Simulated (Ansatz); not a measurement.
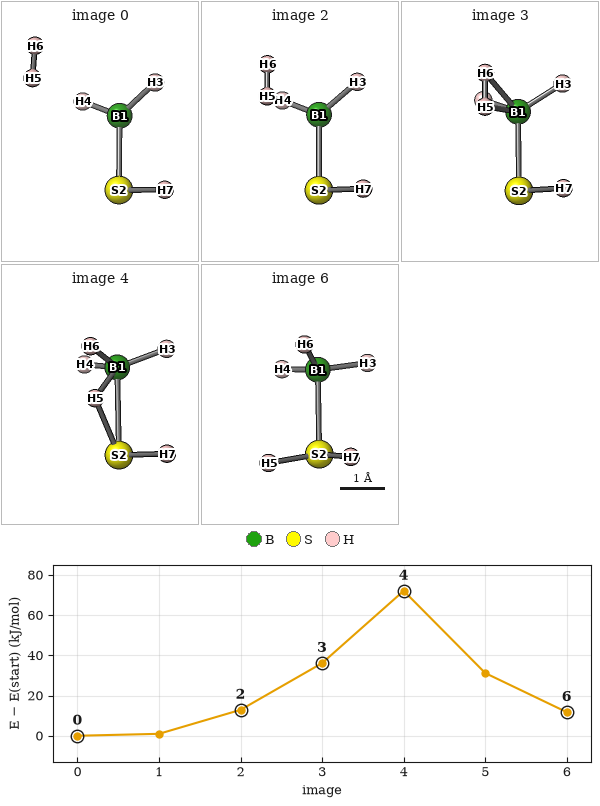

NEB run on BH₅S, made up of BH3S and H2. Images are numbered from 0 (start) to 6 (end). The picture is a ball-and-stick view, seen from a free direction.

All numbers below come from RKS PBE0-D4/def2-SVP in Ansatz 0.2.0.

Input
```yaml
crystal:
  periodic: [false, false, false]
  atoms:
    - {symbol: B, position_ang: [0.100098, -0.161750, -0.914767]}
    - {symbol: S, position_ang: [1.058470, 1.298993, -0.658810]}
    - {symbol: H, position_ang: [-1.084663, -0.116773, -1.018935]}
    - {symbol: H, position_ang: [0.714497, -1.180575, -0.979824]}
    - {symbol: H, position_ang: [-0.175659, -0.748582, 2.123574]}
    - {symbol: H, position_ang: [-0.679998, -1.298098, 2.089797]}
    - {symbol: H, position_ang: [0.067154, 2.206885, -0.641035]}
basis:
  gaussian: {orbitals: def2-SVP}
hamiltonian: {xc: pbe0, dispersion: d4}
neb:
  images: 5
  climbing: true
  max_iterations: 40
  initial_path: idpp
  final_atoms:
    - {symbol: B, position_ang: [-0.345679, -0.749565, -0.236240]}
    - {symbol: S, position_ang: [0.667537, 0.945594, -0.194646]}
    - {symbol: H, position_ang: [-1.053709, -0.554583, -1.194631]}
    - {symbol: H, position_ang: [0.549265, -1.532234, -0.446689]}
    - {symbol: H, position_ang: [1.313613, 0.901850, 0.985441]}
    - {symbol: H, position_ang: [-0.902712, -0.851287, 0.824654]}
    - {symbol: H, position_ang: [-0.228415, 1.840328, 0.262110]}
```

Run as
```bash
ansatz run in.yaml --threads 2 --pin off --events-out ev --progress --plain --max-ram 4352MiB
```

### What happens along the path, and what is the barrier?

Breaking: H5–H6 (0.75 → 1.20 at the top → 2.83 Å). Forming: B1–H6 (3.31 → 1.27 at the top → 1.20 Å), S2–H5 (3.67 → 1.56 at the top → 1.35 Å). The highest point, image 4, lies 72.1 kJ/mol above the start and 60.3 kJ/mol above the end; the end is at +11.7 kJ/mol relative to the start. The band converged in 15 iterations. The largest component of the band force went from 3.6 to 0.035 eV/Å. The climbing image converged on the top of the path. Its curvatures weren't checked. The largest force component is 0.39 eV/Å at the start and 0.25 eV/Å at the end; an end with forces this large is no minimum, and the barrier measured from it can be far off.

Limits of the set-up: the start holds two separate molecules, 3.1 Å apart at their closest, whose relative position is a soft coordinate.

Cost: 76 s on 2 threads of Arm Neoverse V1, on a shared host.
